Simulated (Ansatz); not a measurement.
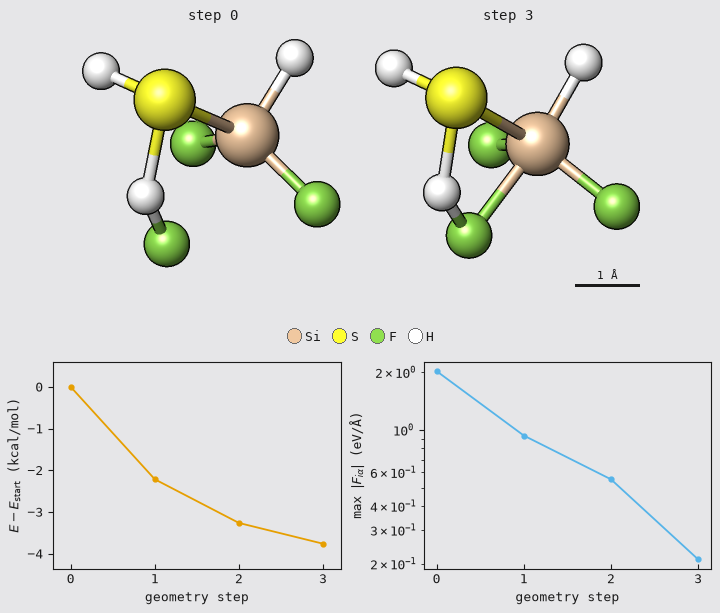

First and last geometry of a saddle-point search of SiH₃SF₃, with the history of the run. The picture is a ball-and-stick view, seen from a free direction.

All numbers below come from Ansatz 0.2.0, RKS PBE0-D4/def2-SVP.

Input
```yaml
crystal:
  periodic: [false, false, false]
  atoms:
    - {symbol: Si, position_ang: [-0.675200, -0.219000, -0.418500]}
    - {symbol: S, position_ang: [0.536900, -0.351300, 1.502800]}
    - {symbol: F, position_ang: [0.227100, -0.467000, -1.703000]}
    - {symbol: F, position_ang: [-1.733300, 0.961000, -0.417200]}
    - {symbol: H, position_ang: [-1.477400, -1.413700, -0.320400]}
    - {symbol: H, position_ang: [0.924800, 0.994400, 0.726100]}
    - {symbol: F, position_ang: [0.657300, 1.515200, -0.309900]}
    - {symbol: H, position_ang: [1.539800, -1.019600, 0.940100]}
basis:
  gaussian: {orbitals: def2-SVP}
hamiltonian: {xc: pbe0, dispersion: d4}
saddle:
  max_steps: 4
  mode_guess:
    - [0.0490, 0.2811, -0.1877]
    - [0.1625, 0.1808, 0.0584]
    - [-0.0107, -0.0902, -0.1328]
    - [-0.1705, 0.0228, -0.0358]
    - [0.1558, 0.1666, 0.0480]
    - [0.0915, -0.4698, 0.5335]
    - [-0.2996, -0.1401, -0.2894]
    - [0.0219, 0.0490, 0.0057]
```

Command:
```bash
ansatz run in.yaml --threads 4 --pin off --events-out ev --progress --plain --max-ram 9574MiB
```

> Read the history and describe the run.

The relaxation stopped without meeting its thresholds, so the last structure isn't shown to be converged. The input was poor on purpose: too few steps. The atom that moves furthest after the best rigid fit is F7 (0.18 Å). By element the largest moves are F 0.18 Å, Si 0.16 Å, H 0.14 Å, S 0.10 Å. Among the contacts that change: Si1–F7 2.190 → 1.864 Å, Si1–S2 2.276 → 2.375 Å, Si1–H5 1.442 → 1.477 Å, Si1–F4 1.585 → 1.618 Å. Among the angles between lasting bonds that change: Si1–S2–H6 70.8° → 63.0°, S2–Si1–H5 101.0° → 93.5°, S2–Si1–F3 111.8° → 117.6°. Over 3 geometry steps the energy falls by 3.76 kcal/mol. The largest force component goes from 2 to 0.21 eV/Å.
